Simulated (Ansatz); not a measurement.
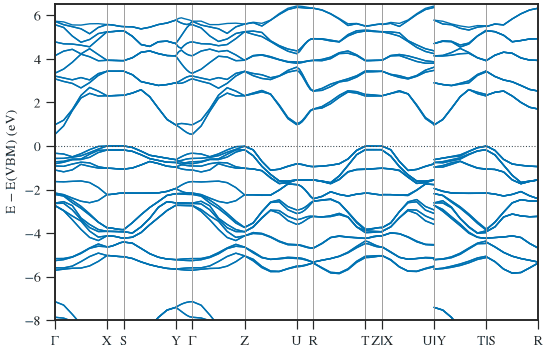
Fig. 1. Band structure from the program Ansatz at the PBEsol with spin–orbit coupling level (PAW)

### Question
Read off the gap and where the band edges lie.

### Answer
About 0.5 eV (0.53 eV by a search for the band edges); maximum at S, minimum at Γ.

The material is Bi2SO2 in space group Pnnm (No. 58; Bi on 4g, S on 2a, O on 4g).

The workflow started from a Materials Project entry (that database holds measured and hypothetical structures alike); the Crystallography Open Database copy checked does not list it. Its standing as an ambient phase is unchecked. The PBEsol relaxation kept the symmetry of its start; its stability against distortions is not shown here.

Potentials: the later of the program's two PAW sets.
